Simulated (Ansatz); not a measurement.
**Fields on a plane of CsI (CsCl type)**

```yaml
crystal:
  lattice:
    - [4.61137, 0.00000, 0.00000]
    - [0.00000, 4.61137, 0.00000]
    - [0.00000, 0.00000, 4.61137]
  atoms:
    - { symbol: Cs, position: [0.00000, 0.00000, 0.00000] }
    - { symbol: I, position: [0.50000, 0.50000, 0.50000] }
```

The slice is a {110} plane (indices of the conventional cell) through the point (0.000, 0.000, 0.000) (fractional), spanned by u = [100] and v = [011] in vectors of this cell: u (4.61 Å) and v (6.52 Å, at 90° to u). It covers one period; positions are fractions (u, v).

Atoms on it: Cs at (0.00, 0.00); I at (0.50, 0.50).

Calculation: r2SCAN (plane waves to 500 eV, PAW, scalar-relativistic; Ansatz, a program for electronic structure). k mesh 7×7×7. These are valence fields of a PAW run, semicore shells included where kept as valence: close to a nucleus they are smooth pseudo fields. CsI was relaxed with its symmetry unable to fall. Spin-orbit coupling is left out, though I is heavy.

```
|xxxxxxxx00225566777766552200xxxxxx|
|xxxxxxxx00336677777777663300xxxxxx|
|xxxxxx001155667788887766551100xxxx|
|0000001144667788888888776644110000|
|1122335566778888888888887766553322|
|5555667777888888888888888877776655|
|7777778888887766555566778888887777|
|8888888888663300000000336688888888|
|99999988772200xxxxxxxx002277889999|
|999999885500xxxxxxxxxxxx0055889999|
|9999997733xxxxxxxxxxxxxxxx33779999|
|9999997711xxxxxxxxxxxxxxxx11779999|
|9999997733xxxxxxxxxxxxxxxx33779999|
|999999885500xxxxxxxxxxxx0055889999|
|99999988772200xxxxxxxx002277889999|
|8888888888663300000000336688888888|
|7777778888887766555566778888887777|
|5555667777888888888888888877776655|
|1122335566778888888888887766553322|
|0000001144667788888888776644110000|
|xxxxxx001155667788887766551100xxxx|
|xxxxxxxx00336677777777663300xxxxxx|
|xxxxxxxx00225566777766552200xxxxxx|
|xxxxxxxx00115566777766551100xxxxxx|
```
Scale: ten equal steps from -4.00 (start of '0') to 4.99 (end of '9'), in the order '0123456789'. Values: electrostatic potential energy of an electron, from the cell's mean, in eV. The map has 17 points along u (two characters each, u = 0 at the left) and 24 along v (v = 0 in the bottom row). Points within 1 Å of a nucleus are blanked (x), as the pseudised field means little there. Values under -4 eV are set to -4. The zero, the cell's mean, hangs on the PAW cores.

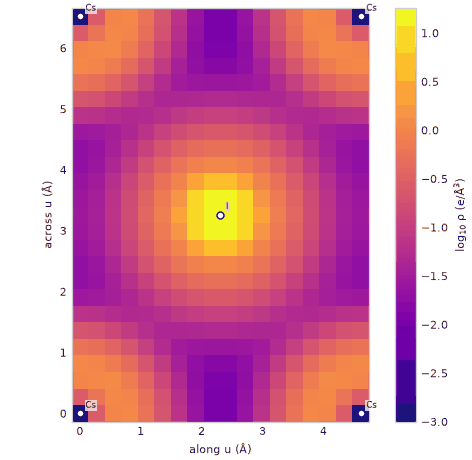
Figure. Log₁₀ of the valence density in e/Å³, one period of the plane, atoms marked. The scale is logarithmic, as a density can span decades between atoms and voids; values under 0.001 e/Å³ are set to 0.001.
